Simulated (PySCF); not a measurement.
Ge(OMe)2(OEt)(NH2), SMILES C[O][Ge]([O]CC)([NH2])[O]C at its GFN2-xTB optimised geometry (Å):

```
22

C     -1.8239    -2.0604    -3.6446
C     -0.8567    -1.2908    -2.7587
O     -1.1596    -1.5912    -1.4028
Ge    -0.5642    -0.7399     0.0000
N     -1.3659    -1.6306     1.3634
O      1.1893    -0.7399     0.0000
C      2.0472     0.3510     0.2913
O     -0.9899     0.9745     0.0000
C     -2.3100     1.4669     0.1312
H     -1.6065    -1.8607    -4.6906
H     -1.7287    -3.1262    -3.4558
H     -2.8462    -1.7620    -3.4274
H     -0.9500    -0.2139    -2.9430
H      0.1751    -1.5872    -2.9757
H     -0.7977    -1.7389     2.1928
H     -1.7006    -2.5429     1.0838
H      2.8906     0.2938    -0.3990
H      2.4128     0.2661     1.3171
H      1.5415     1.3077     0.1697
H     -2.8906     1.2817    -0.7750
H     -2.8239     1.0092     0.9773
H     -2.2251     2.5429     0.2933
```

Method: PySCF 2.14.0 with PBE0/def2-SVP. Cells within 0.4 Å of a nucleus heavier than hydrogen are left out (blank, or x).

Map of the deformation density (molecule minus spherical neutral atoms) (e/bohr³) on the plane z = 0.0 Å:

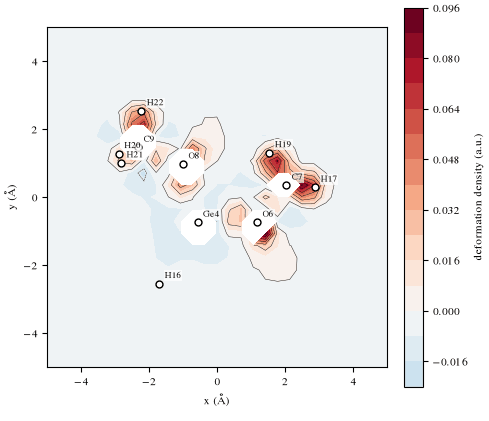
Figure: Deformation density (molecule minus spherical neutral atoms) (e/bohr³) on the plane z = 0.0 Å.
